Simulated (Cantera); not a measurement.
Charge: 1 mol BCl3, a varied amount of H2O, 72 mol H2, held at 1227 °C and 0.100 bar.

Method: chemical equilibrium by Gibbs-energy minimisation in Cantera with the NASA 1993 tables (ideal gas, pure condensed phases). Candidate condensed phases: B, B2O3, B3O3H3, H2O; 33 gas species. The tables' values for BOCl are old estimates; treat these amounts as uncertain. Gases not in the tables: H3BO3. The numbers say what is thermodynamically allowed, not how fast it happens.

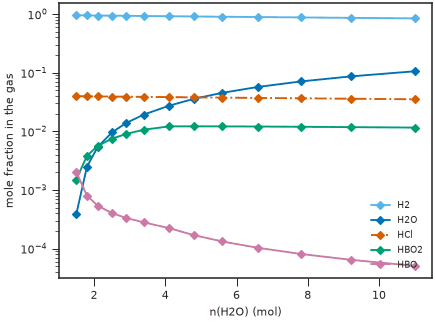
Equilibrium gas composition (values under 1e-9 drawn at 1e-9)

From 1.5 mol H2O to 3.4 mol H2O the condensed part is B2O3(l). From 4.1 mol H2O to 11 mol H2O nothing is condensed.
